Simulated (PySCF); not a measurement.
# BH3O (BH2(OH)) at 5 levels

We compute a comparison of 5 runs (HF/6-311G**, HF-D4/cc-pVDZ-F12, HF/cc-pVDZ-F12, QCISD(T)/ccECP-cc-pVDZ, CASCI(10,10)/CRENBL) of BH3O (BH2(OH)). 

The calculation is run with PySCF 2.14.0.

10 further runs of the same task are left out: 10 set aside as unsound or not needed.

**1. The molecule**

BH3O: 5 atoms, total charge 0, spin state singlet. SMILES: `[H]B([H])O`. Geometry: relaxed at GFN2-xTB.

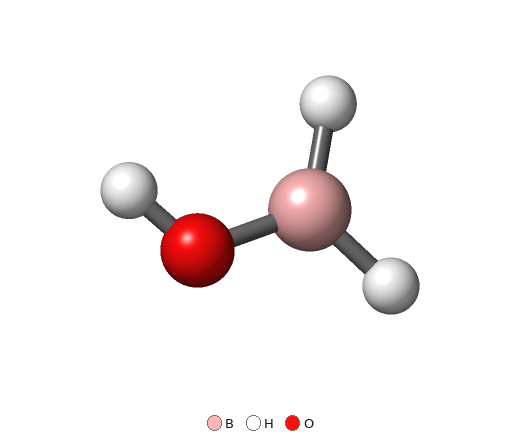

Viewed from a chosen angle; boron pink, hydrogen white, oxygen red.

**2. The energy at HF/6-311G(d,p) (sfX2C, density fitting, ddPCM water) (run 1)**

The input, run.py:

```python
from pyscf import gto, solvent

mol = gto.M(
    atom='''
B      0.270970     0.302480    -0.108500
H      1.403550     0.390040    -0.395610
H     -0.432910     1.251360    -0.080700
O     -0.159420    -0.918700     0.174490
H     -1.082200    -1.025180     0.410320
''',
    basis='6-311g**',
    max_memory=1860,
    verbose=4,
)

mf = mol.RHF()
mf = mf.x2c()
mf = mf.density_fit()
mf = solvent.ddPCM(mf)
mf.with_solvent.eps = 78.3553  # water
mf.kernel()

energy = mf.e_tot
print('Final energy', energy)
mf.analyze()
```

Run with:

```bash
$ OMP_NUM_THREADS=1 python run.py
```

What it wrote:

```text
PySCF version 2.14.0

[INPUT] num. atoms = 5
[INPUT] num. electrons = 16
[INPUT] charge = 0
[INPUT] spin (= nelec alpha-beta = 2S) = 0
[INPUT] symmetry False subgroup None
[INPUT] Mole.unit = angstrom
[INPUT] Symbol           X                Y                Z      unit          X                Y                Z       unit  Magmom
[INPUT]  1 B      0.270970000000   0.302480000000  -0.108500000000 AA    0.512059087973   0.571604358158  -0.205035284515 Bohr   0.0
[INPUT]  2 H      1.403550000000   0.390040000000  -0.395610000000 AA    2.652325102133   0.737068777625  -0.747594552139 Bohr   0.0
[INPUT]  3 H     -0.432910000000   1.251360000000  -0.080700000000 AA   -0.818081336585   2.364727683236  -0.152500898252 Bohr   0.0
[INPUT]  4 O     -0.159420000000  -0.918700000000   0.174490000000 AA   -0.301260138778  -1.736091390638   0.329738311475 Bohr   0.0
[INPUT]  5 H     -1.082200000000  -1.025180000000   0.410320000000 AA   -2.045061612004  -1.937309428382   0.775392423432 Bohr   0.0

[... 65 lines left out ...]
Solvent Energy = -0.00494937953661572
[... 27 lines left out ...]
Solvent Energy = -0.00491702855990533
[... 11 lines left out ...]
Two-electron Energy =                   67.018485915174836
[... 8 lines left out ...]
MO #5   energy= -0.646268895598549 occ= 2
[... 6 lines left out ...]
MO #12  energy= 0.258721239495774  occ= 0
[... 6 lines left out ...]
MO #19  energy= 0.747635277534943  occ= 0
[... 6 lines left out ...]
MO #26  energy= 1.28597321298001   occ= 0
[... 6 lines left out ...]
MO #33  energy= 1.95600017262665   occ= 0
[... 6 lines left out ...]
MO #40  energy= 2.68874892334136   occ= 0
[... 6 lines left out ...]
MO #47  energy= 3.68183026003937   occ= 0
[... 6 lines left out ...]
MO #54  energy= 50.7702684804886   occ= 0
[... 23 lines left out ...]
pop of  1 H 2px           0.00247
pop of  1 H 2py           0.00018
pop of  1 H 2pz           0.00017
pop of  2 H 1s            1.03420
pop of  2 H 2s            0.00471
pop of  2 H 3s            0.00043
pop of  2 H 2px           0.00103
pop of  2 H 2py           0.00173
pop of  2 H 2pz           0.00003
pop of  3 O 1s            2.00000
pop of  3 O 2s            1.54831
pop of  3 O 3s            0.00200
pop of  3 O 4s            0.00002
pop of  3 O 2px           1.51025
pop of  3 O 2py           1.72388
pop of  3 O 2pz           1.73138
pop of  3 O 3px           0.00391
pop of  3 O 3py           0.00379
pop of  3 O 3pz           0.00116
pop of  3 O 4px           0.00036
pop of  3 O 4py           0.00086
pop of  3 O 4pz           0.00070
pop of  3 O 3dxy          0.00080
pop of  3 O 3dyz          0.00118
pop of  3 O 3dz^2         0.00156
pop of  3 O 3dxz          0.00055
pop of  3 O 3dx2-y2       0.00363
pop of  4 H 1s            0.61110
pop of  4 H 2s            0.00958
pop of  4 H 3s            0.00649
pop of  4 H 2px           0.00179
pop of  4 H 2py           0.00099
pop of  4 H 2pz           0.00132
 ** Mulliken atomic charges  **
charge of    0B =      0.24435
charge of    1H =     -0.03662
charge of    2H =     -0.04212
charge of    3O =     -0.53433
charge of    4H =      0.36872
Dipole moment(X, Y, Z, Debye): -1.89476,  0.13306,  0.43652
```

Run time: 3.6 s. Hardware: 1 thread of Arm Neoverse V1, shared host; peak memory 0.2 GiB.

**3. Localised orbitals at HF-D4/cc-pVDZ-F12 (density fitting, ddCOSMO cyclohexane) (run 2)**

The input, run.py:

```python
# BH2(OH)
import numpy
from pyscf import gto, lo, solvent

mol = gto.M(
    atom='''
B    0.270970   0.302480  -0.108500
H    1.403550   0.390040  -0.395610
H   -0.432910   1.251360  -0.080700
O   -0.159420  -0.918700   0.174490
H   -1.082200  -1.025180   0.410320
''',
    max_memory=1860,
    spin=0,
    verbose=3,
    basis='cc-pvdz-f12',
)

mf = mol.RHF()
mf = mf.density_fit()
mf = mf.ddCOSMO()
mf.with_solvent.eps = 2.0165  # cyclohexane
mf.disp = 'd4'
mf.kernel()

etot = mf.e_tot
print('Final energy', etot)
occ = mf.mo_coeff[:, 2:mol.nelec[0]]
loc = lo.cholesky_mos(occ)
r1 = numpy.einsum('xij,ip,jp->px', mol.intor('int1e_r'), loc, loc)
spread = numpy.einsum('ij,ip,jp->p', mol.intor('int1e_r2'), loc, loc) - (r1 ** 2).sum(1)
centres = r1 * 0.529177
print('orbital  centre (A)  spread (bohr^2)')
for i, (c, s) in enumerate(zip(centres, spread), 1):
    print('%3d %9.4f %9.4f %9.4f %9.4f' % (i, *c, s))
```

Run with:

```bash
$ OMP_NUM_THREADS=1 python run.py
```

What it wrote:

```text
WARN: Even tempered Gaussians are generated as DF auxbasis for  B O H

converged SCF energy = -101.374531994436
Final energy -101.37453199443635
orbital  centre (A)  spread (bohr^2)
  1   -0.1028   -0.9316    0.1628    1.8089
  2   -0.1556   -0.8068    0.1545    2.8073
  3   -0.1398   -0.7698    0.1552    2.5002
  4   -0.4130   -0.9037    0.2282    2.5535
  5    0.4545    0.7563   -0.2206    4.3348
  6    0.4061    0.6394   -0.1917    5.4864
```

It took 5.4 s on 1 thread of Arm Neoverse V1, shared host; peak memory 0.25 GiB.

Run 3 isn't shown in full; the table further down has it.

**4. A single-point energy at QCISD(T)/ccECP-cc-pVDZ (core potential) (run 4)**

The input, run.py:

```python
from pyscf import gto, scf, cc

mol = gto.Mole()
mol.atom = '''
B
H 1 1.171681
H 1 1.181775 2 121.43273
O 1 1.325368 2 115.78988 3 179.79379
H 4 0.958372 1 117.87764 2 -179.78919
'''
mol.charge = 0
mol.verbose = 3
mol.ecp = 'ccecp'
mol.max_memory = 1860
mol.basis = 'ccecp-cc-pvdz'
mol.build()

mf = scf.RHF(mol)
mf.init_guess = 'atom'
mf.kernel()

mycc = cc.QCISD(mf)
mycc.kernel()
e_t = mycc.qcisd_t()
energy = mycc.e_tot + e_t
print('E = %.10f Eh' % energy)
```

Run with:

```bash
$ OMP_NUM_THREADS=1 python run.py
```

What it wrote:

```text
converged SCF energy = -20.2497602664679
E(QCISD) = -20.54103044724377  E_corr = -0.2912701807758557
QCISD(T) correction = -0.00554223266841864
E = -20.5465726799 Eh
```

Run time: 2.5 s. Hardware: 1 thread of Arm Neoverse V1, shared host; peak memory 0.13 GiB.

**5. The energy at CASCI(10,10)/CRENBL (core potential) (run 5)**

The input, mol.sdf:

```

     RDKit          3D

  5  4  0  0  0  0  0  0  0  0999 V2000
    0.2710    0.3025   -0.1085 B   0  0  0  0  0  0  0  0  0  0  0  0
    1.4036    0.3900   -0.3956 H   0  0  0  0  0  0  0  0  0  0  0  0
   -0.4329    1.2514   -0.0807 H   0  0  0  0  0  0  0  0  0  0  0  0
   -0.1594   -0.9187    0.1745 O   0  0  0  0  0  0  0  0  0  0  0  0
   -1.0822   -1.0252    0.4103 H   0  0  0  0  0  0  0  0  0  0  0  0
  2  1  1  0
  3  1  1  0
  4  1  1  0
  5  4  1  0
M  END
$$$$
```

The input, run.py:

```python
from pyscf import gto, scf, mcscf
from rdkit import Chem

rd = Chem.MolFromMolFile('mol.sdf', removeHs=False, sanitize=False)
xyz = rd.GetConformer().GetPositions()
geom = [(a.GetSymbol(), tuple(x)) for a, x in zip(rd.GetAtoms(), xyz)]
for s, x in geom:
    print('%-2s %12.6f %12.6f %12.6f' % (s, *x))

mol = gto.M(
    atom=geom,
    basis='crenbl',
    spin=0,
    verbose=4,
    max_memory=1860,
    charge=0,
    ecp={'B': 'crenbl', 'O': 'crenbl'},
)

mf = scf.RHF(mol)
mf.kernel()

cas = mcscf.CASCI(mf, 10, 10)
cas.fix_spin_(ss=0.0)
cas.natorb = True
cas.kernel()
energy = cas.e_tot
print('E = %.10f Eh' % energy)
mf.analyze()
```

Run with:

```bash
$ OMP_NUM_THREADS=1 python run.py
```

What it wrote:

```text
B      0.271000     0.302500    -0.108500
H      1.403600     0.390000    -0.395600
H     -0.432900     1.251400    -0.080700
O     -0.159400    -0.918700     0.174500
H     -1.082200    -1.025200     0.410300

PySCF version 2.14.0

[... 111 lines left out ...]
CASCI converged
[... 7 lines left out ...]
Two-electron Coulomb Energy =           34.148660179890854
[... 6 lines left out ...]
MO #4   energy= -0.583591549405304 occ= 2
[... 4 lines left out ...]
MO #9   energy= 0.18498074414016   occ= 0
[... 4 lines left out ...]
MO #14  energy= 0.396881957771923  occ= 0
[... 4 lines left out ...]
MO #19  energy= 0.868674523068405  occ= 0
[... 4 lines left out ...]
MO #24  energy= 1.805874734365     occ= 0
[... 4 lines left out ...]
MO #29  energy= 3.57855125058568   occ= 0
[... 4 lines left out ...]
MO #34  energy= 9.13855597117146   occ= 0
[... 4 lines left out ...]
MO #39  energy= 22.9767511882082   occ= 0
[... 4 lines left out ...]
MO #44  energy= 69.9346837754649   occ= 0
[... 13 lines left out ...]
pop of  0 B 4py           0.00144
pop of  0 B 4pz           0.00010
pop of  0 B 5px           0.00009
pop of  0 B 5py           0.00073
pop of  0 B 5pz           0.00004
pop of  1 H 1s            1.02032
pop of  1 H 2s            0.00468
pop of  1 H 3s            0.00094
pop of  1 H 4s            0.00059
pop of  2 H 1s            1.03950
pop of  2 H 2s            0.00375
pop of  2 H 3s            0.00069
pop of  2 H 4s            0.00052
pop of  3 O 2s            1.47770
pop of  3 O 3s            0.00869
pop of  3 O 4s            0.00440
pop of  3 O 5s            0.04020
pop of  3 O 2px           1.49182
pop of  3 O 2py           1.72825
pop of  3 O 2pz           1.72950
pop of  3 O 3px           0.00542
pop of  3 O 3py           0.00458
pop of  3 O 3pz           0.00197
pop of  3 O 4px           0.00048
pop of  3 O 4py           0.00110
pop of  3 O 4pz           0.00103
pop of  3 O 5px           0.00131
pop of  3 O 5py           0.00092
pop of  3 O 5pz           0.00014
pop of  4 H 1s            0.64169
pop of  4 H 2s            0.00926
pop of  4 H 3s            0.00570
pop of  4 H 4s            0.00002
 ** Mulliken atomic charges  **
charge of    0B =      0.22518
charge of    1H =     -0.02653
charge of    2H =     -0.04446
charge of    3O =     -0.49752
charge of    4H =      0.34333
Dipole moment(X, Y, Z, Debye): -1.89263,  0.57425,  0.37023
```

Run time: 1.7 s. Hardware: 1 thread of Arm Neoverse V1, shared host; peak memory 0.16 GiB.

**6. The series**

| run | level | task | dielectric constant | energy (Eh) | dipole moment (D) of the reference | HOMO energy (eV) | LUMO energy (eV) | wall time |
| --- | --- | --- | --- | --- | --- | --- | --- | --- |
| 1 | HF/6-311G** (sfX2C, density fitting, ddPCM water) | energy | 78.3553 | -101.414626 | 1.95 | -12.50 | 3.64 | 3.6 s |
| 2 | HF-D4/cc-pVDZ-F12 (density fitting, ddCOSMO cyclohexane) | localise | 2.0165 | -101.374532 | 1.75 | -12.56 | 1.26 | 5.4 s |
| 3 | HF/cc-pVDZ-F12 (density fitting, ddCOSMO cyclohexane) | localise | 2.0165 | -101.369214 | 1.75 | -12.56 | 1.26 | 5.4 s |
| 4 | QCISD(T)/ccECP-cc-pVDZ (core potential) | energy | – | -20.546573 | 1.71 | -12.45 | 3.46 | 2.5 s |
| 5 | CASCI(10,10)/CRENBL (core potential) | energy | – | -20.168047 | 2.01 | -12.51 | 3.18 | 1.7 s |

**7. Outcome**

```
                                    quantity         value
                         run 5: total energy  -20.16805 Eh
 run 5: dipole moment (Hartree–Fock density)        2.01 D
  run 5: HOMO energy (Hartree–Fock orbitals)     -12.51 eV
  run 5: LUMO energy (Hartree–Fock orbitals)       3.18 eV
run 5: HOMO–LUMO gap (Hartree–Fock orbitals)      15.69 eV
```

Over runs 1, 2, 3 the dipole moment (its size) runs from 1.75 D (HF-D4/cc-pVDZ-F12) to 1.95 D (HF/6-311G**). The two ends differ in basis and solvent and Hamiltonian. Over runs 1, 2, 3 the HOMO–LUMO gap runs from 13.82 eV (HF-D4/cc-pVDZ-F12) to 16.14 eV (HF/6-311G**). Some runs of one species differ in core potentials or relativity; totals across that change don't compare. All runs together took 19 s, the longest 5.4 s.
